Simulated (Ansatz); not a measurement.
# As (R-3m): Drude plasma energy along x against volume

The cell of As (R-3m) is scaled evenly and the response computed anew at each volume, on one mesh. x, y and z are the Cartesian axes of the input cell.

Cell: a, b, c = 4.131, 4.131, 4.131 Å (primitive vectors), 2 atoms.

Method: Ansatz 0.2.0, PBEsol, independent particles, k-mesh 10×10×10 with interpolation inside its cells, Gaussian parameter 0.1 eV.

Launch of the response step: `ansatz run input.yaml --threads 4 --pin off --max-ram 8192MiB --backend cpu --events-out ev --progress --plain --runs-dir out`. The series took 19.7 min in all, on 4 threads of AMD EPYC (Zen 3) (shared host).

```tsv
V/V₀	V (Å³, primitive cell)	Drude plasma energy along x (eV)
0.94	40.48	?
0.96	41.34	3.098
0.98	42.20	3.036
1.00	43.06	2.975
1.02	43.92	2.918
1.04	44.78	2.861
1.06	45.64	2.805
```

For small changes the quantity should be close to linear in ln V.

Working, on the rows shown:

| x = ln(V/V₀) | y = Drude plasma energy along x |
| --- | --- |
| -0.040822 | 3.098 |
| -0.0202027 | 3.036 |
| 0 | 2.975 |
| 0.0198026 | 2.918 |
| 0.0392207 | 2.861 |
| 0.0582689 | 2.805 |

Means: x̄ = 0.0093779, ȳ = 2.9488. Σ(x − x̄)(y − ȳ) = -0.02029, Σ(x − x̄)² = 0.006873. Slope = -0.02029 / 0.006873 = -2.952; intercept = ȳ − slope · x̄ = 2.9765. The line misses the rows shown by at most 0.0015 eV.

Question: What does the fit predict for the withheld row, and how well does it do?

Answer: At x = -0.061875 the line gives y = 3.1592 eV. The run gave 3.167 eV, so the extrapolation is off by 0.0078 eV, 2 % of the range in the table.

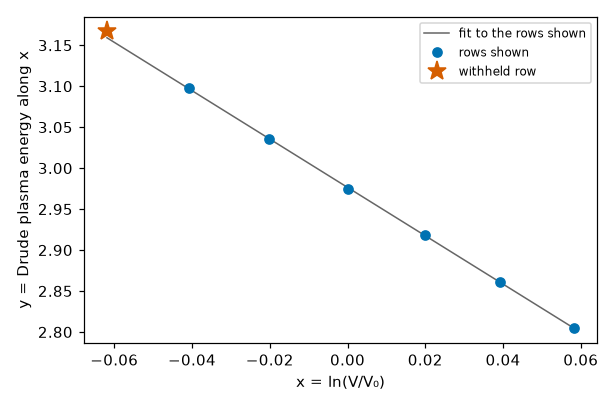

Between the rows on either side of x = 0 the slope is (2.918 − 3.036) / (0.019803 − (-0.020203)) = -2.95. So d ln ωp/d ln V = -0.99; free electrons would give −0.50. The cell comes from an older database entry, whose edges can be off by a per cent or so. The values come from a sum over the points of one k-mesh and carry its error, which is largest for Fermi-surface quantities. Spin-orbit coupling is left out.

[Logs are printed without paths, hosts, clocks, repeated set-up lines and the standing remarks that a program may print on its own settings, such as how far it seeks lower states.]
